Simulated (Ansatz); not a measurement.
Input file:

```
crystal:
  periodic: [false, false, false]
  atoms:
    - {symbol: C, position_ang: [-0.702492, 0.414436, 1.486187]}
    - {symbol: C, position_ang: [-0.279429, -0.973137, 1.166695]}
    - {symbol: C, position_ang: [0.963941, -1.452439, 1.307796]}
    - {symbol: Ge, position_ang: [-0.370254, 1.506164, -0.140590]}
    - {symbol: O, position_ang: [1.401204, 1.768999, -0.040501]}
    - {symbol: H, position_ang: [-1.760934, 0.488117, 1.771008]}
    - {symbol: H, position_ang: [-0.084929, 0.878804, 2.269403]}
    - {symbol: H, position_ang: [-1.049063, -1.626846, 0.737900]}
    - {symbol: H, position_ang: [1.772365, -0.829241, 1.701984]}
    - {symbol: H, position_ang: [1.210803, -2.478077, 1.023509]}
    - {symbol: H, position_ang: [-0.666094, 0.659343, -1.427736]}
    - {symbol: H, position_ang: [1.799736, 1.963792, -0.895508]}
basis:
  gaussian:
    orbitals: def2-SVPD
total_charge: 0
magnetization:
  spin_polarized: true
  initial_magnetization: 1
hamiltonian:
  xc: pbe0
output: {forces: true, orbitals: {seedname: orbitals}}
```

Command:

```sh
ansatz run input.yaml --threads 2 --pin off --max-ram 4350MiB --events-out events.jsonl --progress --plain --runs-dir runs
```

Geometry: PBE0-D3(BJ)/def2-SVP.

Theory: Ansatz 0.2.0, isolated molecule in a Gaussian basis; Kohn-Sham density functional theory, functional PBE0.

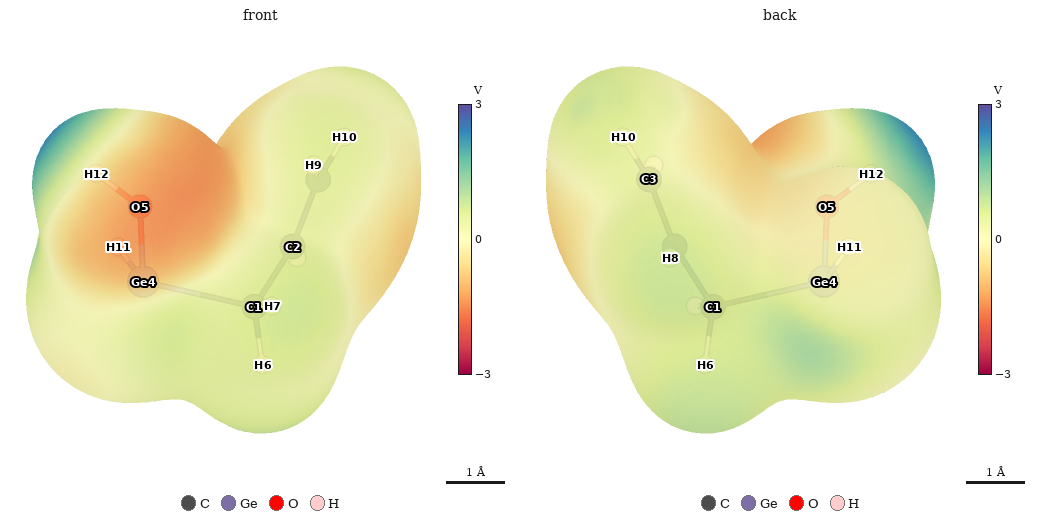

C₃H₇GeO (doublet). The electrostatic potential painted on the density surface at 0.002 e/bohr³, seen from the front and from behind; the colour scale runs from red (negative) to blue (positive).

Q: Which sites attract a positive test charge, and which a negative one?

A: A positive charge is drawn to the negative regions and a negative charge to the positive ones. The most negative region (about −1.5 V, or −35 kcal/mol for a unit charge) lies over O5, the most positive (about +2.2 V, or +51 kcal/mol for a unit charge) over H12. O5 is the likeliest acceptor of a hydrogen bond.

Q: How polar is the molecule by this calculation?

A: Its dipole moment is 1.06 D.
